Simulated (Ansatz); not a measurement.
Consider F2H2W···H2O.

The calculation's input:

```
crystal:
  periodic: [false, false, false]
  atoms:
    - { symbol: W, position_ang: [0.0, 0.0, 0.0] }
    - { symbol: O, position_ang: [0.9539, 0.0, 1.9156] }
    - { symbol: H, position_ang: [0.0444, -0.2814, 2.2528] }
    - { symbol: H, position_ang: [1.7505, 0.0, 0.7888] }
    - { symbol: F, position_ang: [0.0, 1.85, 0.0] }
    - { symbol: H, position_ang: [-1.72, 0.0, 0.0] }
    - { symbol: H, position_ang: [0.0, -1.72, 0.0] }
    - { symbol: F, position_ang: [0.0, 0.0, -1.85] }
basis:
  gaussian: { orbitals: def2-SVP }
hamiltonian:
  xc: hf
relax:
  f_tol: 0.15
  max_steps: 25
  restrain:
    - { distance: [1, 3], at: 1.01, k: 30.0 }
    - { distance: [0, 1], at: 3.14, k: 30.0 }
    - { distance: [0, 3], at: 2.92, k: 30.0 }
output:
  orbitals: {}
```

Command:

```sh
ansatz run input.yaml --threads 1 --pin off --max-ram 2048MiB --backend cpu --events-out ev --progress --plain --runs-dir out
```

The fields are those of the run's last geometry, not of the input's.

Core potentials replace the inner electrons of W; not at a stationary point (largest force 1.3 eV/Å).

Computed with Ansatz, RHF/def2-SVP.

> Predict the electron density and electron localisation function between the atoms.

W1···O2 (3.14 Å): the density falls to about 0.06 e/Å³ on the way; the ELF dips to about 0 between them.
W–F (1.84 Å): ρ is about 1.1 e/Å³ halfway; the ELF peaks at about 0.85 in the valence shell of F, 0.5 Å from its nucleus, and drops to about 0.25 between the two atoms.
O–H (0.97 Å): ρ at the midpoint is about 3.7 e/Å³; the ELF climbs to about 1 towards the hydrogen, as it does in any bond to H: a covalent bond by its length.

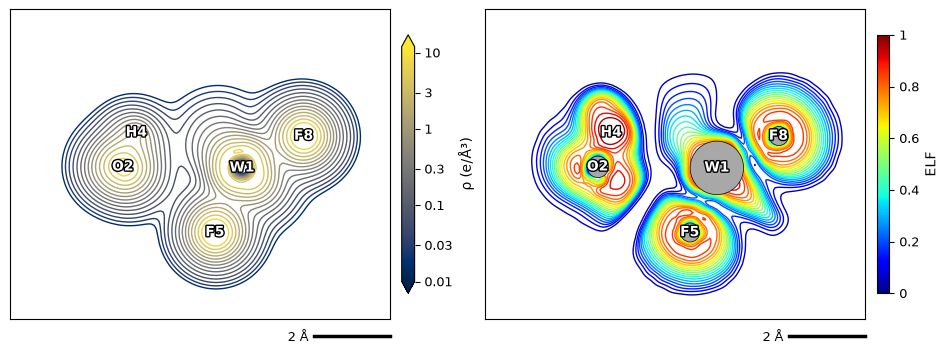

Computed electron density and electron localisation function on the plane of atoms F5, W1 and F8, in this order. Grey discs cover the atomic cores in the ELF map. 
